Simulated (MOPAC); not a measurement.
## GeBH₅O₃: frequency calculation (part 3 of 3)

The same run, continued: GeBH₅O₃; PM6-DH+, closed shell, dispersion DH+ (MOPAC 23.2.5). The geometry was optimised with PM6-DH+.

Geometry of the input (Å):
```
O  -1.0528  -0.4570  -1.7590
B  0.1486  -0.2019  -1.1288
O  1.2981  -0.2170  -1.9101
O  0.2238  0.0518  0.1797
Ge -0.2008  0.3316  1.9321
H  -0.9891  -0.6254  -2.6961
H  2.1137  -0.0390  -1.4568
H  -1.1670  1.4914  1.8486
H  -0.7912  -1.0008  2.3342
H  1.1737  0.6451  2.4774
```

Log, continued
```
 VIBRATION          3    2A"          ATOM PAIR      ENERGY CONTRIBUTION    RADIAL
 FREQUENCY           101.86         O  4 -- Ge 5         +31.8% (208.3%)      0.0%
 TRANSITION DIPOLE   0.5509         B  2 -- O  4         +18.5% (158.7%)      0.0%
 TRAVEL (Ang.)       0.2918         Ge 5 -- H  8         +13.0% (133.1%)     37.9%
 REDUCED MASS        7.7736         Ge 5 -- H  9         +13.0% (133.1%)     38.2%
 EFFECTIVE MASS     58.7993         B  2 -- O  3         +12.1% (128.4%)      0.0%
 FORCE CONSTANT      0.0475

 VIBRATION          4    2A'          ATOM PAIR      ENERGY CONTRIBUTION    RADIAL
 FREQUENCY           269.75         B  2 -- O  3         +36.9% (130.9%)      0.2%
 TRANSITION DIPOLE   0.7439         O  1 -- B  2         +20.5% ( 97.5%)      0.2%
 TRAVEL (Ang.)       0.1933         O  3 -- H  7         +10.5% ( 69.9%)     96.3%
 REDUCED MASS        6.6888         Ge 5 -- H 10          +5.8% ( 51.6%)      3.3%
 EFFECTIVE MASS     47.1825
 FORCE CONSTANT      0.2868

 VIBRATION          5    3A'          ATOM PAIR      ENERGY CONTRIBUTION    RADIAL
 FREQUENCY           373.24         B  2 -- O  4         +26.1% (117.7%)      0.4%
 TRANSITION DIPOLE   0.5628         O  1 -- B  2         +25.9% (117.3%)      3.5%
 TRAVEL (Ang.)       0.2284         O  3 -- H  7         +15.2% ( 89.7%)      3.7%
 REDUCED MASS        3.4626         B  2 -- O  3         +14.4% ( 87.3%)      9.6%
 EFFECTIVE MASS     20.6885         O  1 -- H  6         +11.1% ( 76.7%)     48.0%
 FORCE CONSTANT      0.2842

 VIBRATION          6    3A"          ATOM PAIR      ENERGY CONTRIBUTION    RADIAL
 FREQUENCY           448.42         O  3 -- H  7         +76.1% ( 95.4%)      0.0%
 TRANSITION DIPOLE   0.6686         O  1 -- B  2         +10.2% ( 34.9%)      0.0%
 TRAVEL (Ang.)       0.4274         B  2 -- O  4          +7.4% ( 29.7%)      0.0%
 REDUCED MASS        0.8231         B  2 -- O  3          +4.7% ( 23.7%)      0.0%
 EFFECTIVE MASS      2.3396
 FORCE CONSTANT      0.0975

 VIBRATION          7    4A"          ATOM PAIR      ENERGY CONTRIBUTION    RADIAL
 FREQUENCY           454.14         O  1 -- H  6         +79.2% ( 96.1%)      0.0%
 TRANSITION DIPOLE   0.7667         B  2 -- O  4          +9.0% ( 32.3%)      0.0%
 TRAVEL (Ang.)       0.4208         B  2 -- O  3          +6.3% ( 27.2%)      0.0%
 REDUCED MASS        0.8383         O  1 -- B  2          +4.2% ( 22.2%)      0.0%
 EFFECTIVE MASS      2.1157
 FORCE CONSTANT      0.1019

 VIBRATION          8    4A'          ATOM PAIR      ENERGY CONTRIBUTION    RADIAL
 FREQUENCY           496.45         B  2 -- O  3         +23.6% (113.2%)     17.2%
 TRANSITION DIPOLE   1.4854         O  1 -- B  2         +20.7% (105.9%)      6.7%
 TRAVEL (Ang.)       0.1657         O  4 -- Ge 5         +17.0% ( 96.1%)     99.8%
 REDUCED MASS        4.9494         B  2 -- O  4         +15.9% ( 92.9%)      4.3%
 EFFECTIVE MASS     25.1272
 FORCE CONSTANT      0.7187

 VIBRATION          9    5A"          ATOM PAIR      ENERGY CONTRIBUTION    RADIAL
 FREQUENCY           523.23         Ge 5 -- H  9         +41.2% ( 74.1%)      4.3%
 TRANSITION DIPOLE   0.2203         Ge 5 -- H  8         +41.1% ( 74.0%)      3.7%
 TRAVEL (Ang.)       0.5133         O  1 -- B  2          +5.4% ( 26.8%)      0.0%
 REDUCED MASS        0.4892         B  2 -- O  3          +5.1% ( 26.0%)      0.0%
 EFFECTIVE MASS      3.2011
 FORCE CONSTANT      0.0789

 VIBRATION         10    5A'          ATOM PAIR      ENERGY CONTRIBUTION    RADIAL
 FREQUENCY           533.93         Ge 5 -- H 10         +40.2% ( 70.5%)     11.3%
 TRANSITION DIPOLE   0.2287         Ge 5 -- H  8         +25.8% ( 56.5%)      2.5%
 TRAVEL (Ang.)       0.4963         Ge 5 -- H  9         +25.7% ( 56.4%)      1.4%
 REDUCED MASS        0.5127         O  4 -- Ge 5          +3.9% ( 22.1%)      0.9%
 EFFECTIVE MASS      3.5513
 FORCE CONSTANT      0.0861

 VIBRATION         11    6A"          ATOM PAIR      ENERGY CONTRIBUTION    RADIAL
 FREQUENCY           553.89         B  2 -- O  4         +31.3% ( 77.9%)      0.0%
 TRANSITION DIPOLE   2.6662         B  2 -- O  3         +29.8% ( 75.9%)      0.0%
 TRAVEL (Ang.)       0.1654         O  1 -- B  2         +28.7% ( 74.6%)      0.0%
 REDUCED MASS        4.4484         O  3 -- H  7          +3.8% ( 27.1%)      0.0%
 EFFECTIVE MASS     10.2845
 FORCE CONSTANT      0.8041

 VIBRATION         12    6A'          ATOM PAIR      ENERGY CONTRIBUTION    RADIAL
 FREQUENCY           737.08         Ge 5 -- H 10         +61.2% ( 71.4%)      0.1%
 TRANSITION DIPOLE   0.4642         Ge 5 -- H  8         +12.4% ( 32.1%)      0.2%
 TRAVEL (Ang.)       0.4495         Ge 5 -- H  9         +12.4% ( 32.1%)      0.4%
 REDUCED MASS        0.4528         B  2 -- O  4          +3.4% ( 16.9%)     97.0%
 EFFECTIVE MASS      2.0647
 FORCE CONSTANT      0.1449

 VIBRATION         13    7A'          ATOM PAIR      ENERGY CONTRIBUTION    RADIAL
 FREQUENCY           766.46         Ge 5 -- H  9         +47.2% ( 56.3%)      0.3%
 TRANSITION DIPOLE   0.1407         Ge 5 -- H  8         +47.1% ( 56.2%)      1.5%
 TRAVEL (Ang.)       0.4253         Ge 5 -- H 10          +3.8% ( 16.0%)     86.0%
 REDUCED MASS        0.4864         O  4 -- Ge 5          +0.6% (  6.1%)     39.7%
 EFFECTIVE MASS      1.4260
 FORCE CONSTANT      0.1683

 VIBRATION         14    7A"          ATOM PAIR      ENERGY CONTRIBUTION    RADIAL
 FREQUENCY           770.79         Ge 5 -- H 10         +72.2% ( 70.3%)      0.1%
 TRANSITION DIPOLE   0.1282         Ge 5 -- H  8         +13.7% ( 30.6%)      8.4%
 TRAVEL (Ang.)       0.3987         Ge 5 -- H  9         +13.6% ( 30.5%)     12.8%
 REDUCED MASS        0.5503         O  4 -- Ge 5          +0.5% (  6.0%)      0.0%
 EFFECTIVE MASS      1.5349
 FORCE CONSTANT      0.1926

 VIBRATION         15    8A'          ATOM PAIR      ENERGY CONTRIBUTION    RADIAL
 FREQUENCY           844.16         O  1 -- H  6         +50.5% ( 85.6%)      4.0%
 TRANSITION DIPOLE   0.8045         B  2 -- O  3         +16.1% ( 48.3%)     79.5%
 TRAVEL (Ang.)       0.2498         O  1 -- B  2         +13.7% ( 44.6%)     88.1%
 REDUCED MASS        1.2802         O  3 -- H  7         +12.5% ( 42.5%)      0.0%
 EFFECTIVE MASS      7.1862
 FORCE CONSTANT      0.5375

 VIBRATION         16    9A'          ATOM PAIR      ENERGY CONTRIBUTION    RADIAL
 FREQUENCY           871.42         O  3 -- H  7         +63.3% ( 89.6%)     10.6%
 TRANSITION DIPOLE   0.9416         O  1 -- B  2         +13.8% ( 41.8%)     72.6%
 TRAVEL (Ang.)       0.2786         O  1 -- H  6         +10.6% ( 36.7%)      0.7%
 REDUCED MASS        0.9973         B  2 -- O  3          +6.9% ( 29.6%)     30.7%
 EFFECTIVE MASS      4.8909
 FORCE CONSTANT      0.4462

 VIBRATION         17   10A'          ATOM PAIR      ENERGY CONTRIBUTION    RADIAL
 FREQUENCY          1002.21         O  4 -- Ge 5         +29.1% ( 66.5%)     96.1%
 TRANSITION DIPOLE   0.7453         B  2 -- O  4         +21.6% ( 57.3%)     99.8%
 TRAVEL (Ang.)       0.1371         O  1 -- H  6         +20.1% ( 55.4%)     68.4%
 REDUCED MASS        3.5785         O  1 -- B  2         +11.9% ( 42.5%)     65.6%
 EFFECTIVE MASS     12.1069         B  2 -- O  3         +10.5% ( 39.9%)     95.2%
 FORCE CONSTANT      2.1177

 VIBRATION         18   11A'          ATOM PAIR      ENERGY CONTRIBUTION    RADIAL
 FREQUENCY          1352.86         B  2 -- O  3         +36.7% ( 86.9%)     92.8%
 TRANSITION DIPOLE   4.8826         O  1 -- B  2         +31.2% ( 80.1%)     67.7%
 TRAVEL (Ang.)       0.0936         B  2 -- O  4         +26.2% ( 73.4%)     14.3%
 REDUCED MASS        5.6906         O  3 -- H  7          +4.0% ( 28.6%)     91.3%
 EFFECTIVE MASS     11.4038
 FORCE CONSTANT      6.1364

 VIBRATION         19   12A'          ATOM PAIR      ENERGY CONTRIBUTION    RADIAL
 FREQUENCY          1484.58         B  2 -- O  4         +40.1% ( 91.1%)     98.2%
 TRANSITION DIPOLE   7.1898         O  1 -- B  2         +28.6% ( 77.0%)     61.9%
 TRAVEL (Ang.)       0.0888         B  2 -- O  3         +24.3% ( 70.9%)     11.1%
 REDUCED MASS        5.7643         O  4 -- Ge 5          +4.7% ( 31.3%)     94.9%
 EFFECTIVE MASS     11.5549
 FORCE CONSTANT      7.4852

 VIBRATION         20   13A'          ATOM PAIR      ENERGY CONTRIBUTION    RADIAL
 FREQUENCY          2303.17         Ge 5 -- H 10         +69.5% ( 84.4%)     99.9%
 TRANSITION DIPOLE   0.1484         Ge 5 -- H  8         +15.2% ( 39.5%)     98.5%
 TRAVEL (Ang.)       0.2337         Ge 5 -- H  9         +15.2% ( 39.5%)     96.3%
 REDUCED MASS        0.5358
 EFFECTIVE MASS      1.2742
 FORCE CONSTANT      1.6747

 VIBRATION         21    8A"          ATOM PAIR      ENERGY CONTRIBUTION    RADIAL
 FREQUENCY          2309.25         Ge 5 -- H  9         +50.0% ( 71.6%)    100.0%
 TRANSITION DIPOLE   0.1814         Ge 5 -- H  8         +49.9% ( 71.5%)     99.4%
 TRAVEL (Ang.)       0.2406
 REDUCED MASS        0.5045
 EFFECTIVE MASS      1.2702
 FORCE CONSTANT      1.5852

 VIBRATION         22   14A'          ATOM PAIR      ENERGY CONTRIBUTION    RADIAL
 FREQUENCY          2393.98         Ge 5 -- H  8         +35.0% ( 57.4%)     99.8%
 TRANSITION DIPOLE   0.0216         Ge 5 -- H  9         +34.9% ( 57.3%)     99.6%
 TRAVEL (Ang.)       0.2893         Ge 5 -- H 10         +30.1% ( 53.2%)     99.6%
 REDUCED MASS        0.3365
 EFFECTIVE MASS      1.0265
 FORCE CONSTANT      1.1361

 VIBRATION         23   15A'          ATOM PAIR      ENERGY CONTRIBUTION    RADIAL
 FREQUENCY          2481.93         O  3 -- H  7         +64.5% ( 80.4%)     96.8%
 TRANSITION DIPOLE   1.4917         O  1 -- H  6         +34.9% ( 59.1%)     96.9%
 TRAVEL (Ang.)       0.2298         B  2 -- O  3          +0.3% (  5.9%)     66.7%
 REDUCED MASS        0.5146         O  1 -- B  2          +0.1% (  3.8%)      1.6%
 EFFECTIVE MASS      1.3167
 FORCE CONSTANT      1.8677

 VIBRATION         24   16A'          ATOM PAIR      ENERGY CONTRIBUTION    RADIAL
 FREQUENCY          2486.13         O  1 -- H  6         +64.5% ( 80.3%)     96.4%
 TRANSITION DIPOLE   1.0472         O  3 -- H  7         +35.0% ( 59.1%)     97.0%
 TRAVEL (Ang.)       0.2294         O  1 -- B  2          +0.3% (  5.8%)     59.3%
 REDUCED MASS        0.5153         B  2 -- O  3          +0.1% (  3.7%)     10.3%
 EFFECTIVE MASS      1.3386
 FORCE CONSTANT      1.8765

      SYMMETRY NUMBER FOR POINT-GROUP Cs  =  1

          SYSTEM IS A GROUND STATE

 BGeH5O3, PM6-DH+

          MOLECULE IS NOT LINEAR

          THERE ARE 24 GENUINE VIBRATIONS IN THIS SYSTEM
          THIS THERMODYNAMICS CALCULATION IS LIMITED TO
          MOLECULES WHICH HAVE NO INTERNAL ROTATIONS

                    CALCULATED THERMODYNAMIC PROPERTIES
                                          *
   TEMP. (K)   PARTITION FUNCTION   H.O.F.    ENTHALPY  HEAT CAPACITY ENTROPY
                                   KCAL/MOL   CAL/MOLE    CAL/K/MOL  CAL/K/MOL

 298.00  VIB.     0.5606D+02                  2920.5842    20.3098    17.8020
         ROT.     0.2424D+06                   888.2803     2.9808    27.6187
         INT.     0.1359D+08                  3808.8645    23.2906    45.4207
         TRA.     0.1541D+28                  1480.4672     4.9680    40.6419
         TOT.                     -203.137    5289.3316    28.2586    86.0626

 298.00  VIB.     0.5606D+02                  2920.5842    20.3098    17.8020
         ROT.     0.2424D+06                   888.2803     2.9808    27.6187
         INT.     0.1359D+08                  3808.8645    23.2906    45.4207
         TRA.     0.1541D+28                  1480.4672     4.9680    40.6419
         TOT.                     -203.137    5289.3316    28.2586    86.0626

 398.00  VIB.     0.2951D+03                  5208.4728    25.1745    24.3883
         ROT.     0.3741D+06                  1186.3609     2.9808    28.4812
         INT.     0.1104D+09                  6394.8338    28.1553    52.8695
         TRA.     0.2378D+28                  1977.2682     4.9680    42.0795
         TOT.                     -200.055    8372.1020    33.1233    94.9489

   *: NOTE: HEATS OF FORMATION ARE RELATIVE TO THE
            ELEMENTS IN THEIR STANDARD STATE AT 298K
              (=  Standard Enthalpy of Formation).

            Hvib:  Zero-point energy is not included.
                   frequencies of less than zero cm-1 are not included.
            Hrot = (3/2)RT
            Htra = (3/2)RT + pV = (5/2)RT

            Heat capacity is Cp, not Cv

           FORCE CONSTANT IN CARTESIAN COORDINATES (Millidynes/A)

    ATOM   CHEMICAL       X               Y               Z
   NUMBER   SYMBOL  FORCE CONSTANT  FORCE CONSTANT  FORCE CONSTANT

      1       O        6.660194        3.003747        0.339233
      2       B        9.254920        9.341716        1.499869
      3       O        4.832244        4.651041        0.346555
      4       O        2.593263        7.858759        0.525675
      5      Ge        4.560219        4.034530        4.606610
      6       H        1.475602        2.451207        0.114448
      7       H        3.422782        0.482701        0.111998
      8       H        0.699639        0.552690        2.343412
      9       H        0.699561        0.552835        2.343346
     10       H        3.158523        0.286224        0.242754

 *                    *
 * JOB ENDED NORMALLY *
 *                    *

 TOTAL JOB TIME:             0.13 SECONDS

 == MOPAC DONE ==
```

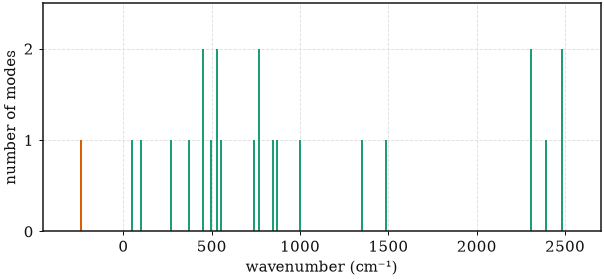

Fig. 1: Harmonic vibrational wavenumbers from the force constants; neighbouring modes closer than 12 cm⁻¹ are counted in one stick, and imaginary ones are drawn at negative wavenumbers. 24 modes from 240i to 2486 cm⁻¹, 1 imaginary beyond 8i (240i cm⁻¹): a first-order saddle point, if the geometry is stationary.

Summary

- outcome: converged
- heat of formation: −203.14 kcal/mol
- basis functions: 25
- zero-point energy: 0.053788 hartree
- wavenumbers, lowest and highest: 240i and 2486 cm⁻¹
- peak memory: 0.071 GiB

Remarks

MOPAC's energies along a path are heats of formation.
